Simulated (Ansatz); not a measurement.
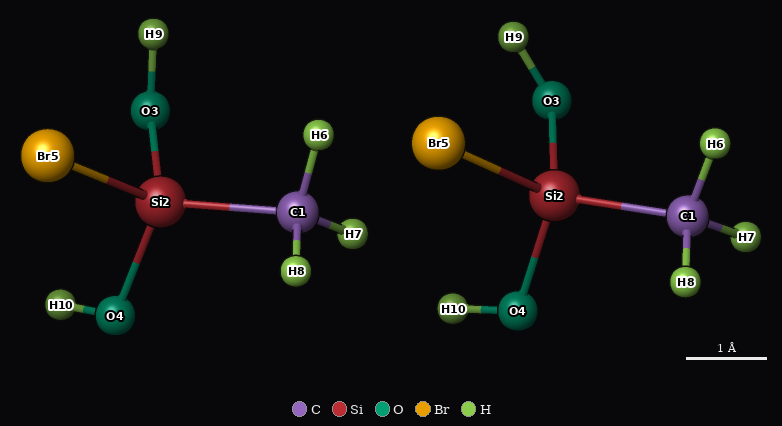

Two geometries of CH₅BrO₂Si (coarse preliminary run), drawn at one scale. One is the start of a relaxation, the other its converged end. The picture is a ball-and-stick view, seen at a tilt.

These are results of RKS PBE-D4/def2-SVP in Ansatz 0.2.0, not measurements. Settings: force threshold 0.03 eV/Å; at most 200 steps.

> Which geometry has the lower energy?

The right one is the relaxed one. The start comes from a force field. The atom that moves furthest after the best rigid fit is H9 (0.40 Å). By element the largest moves are H 0.40 Å, O 0.19 Å, Br 0.16 Å, Si 0.10 Å, C 0.07 Å. Some distances before and after: C1–H7 1.045 → 1.109 Å, Si2–Br5 2.205 → 2.268 Å, O4–H10 0.913 → 0.974 Å, Si2–O3 1.631 → 1.674 Å. Bond angles that change, for instance: C1–Si2–O4 113.9° → 107.0°, Si2–O3–H9 119.4° → 114.3°, O3–Si2–O4 105.5° → 109.7°. Groups turn about Si2–O3 by about 35°. After 8 accepted moves (9 points after the start) the energy has fallen by 35.4 kJ/mol. The largest force component goes from 3.2 to 0.026 eV/Å. The line search rejected the trial step at point 6 of the run. The run took roughly 30 core-seconds on a shared host.
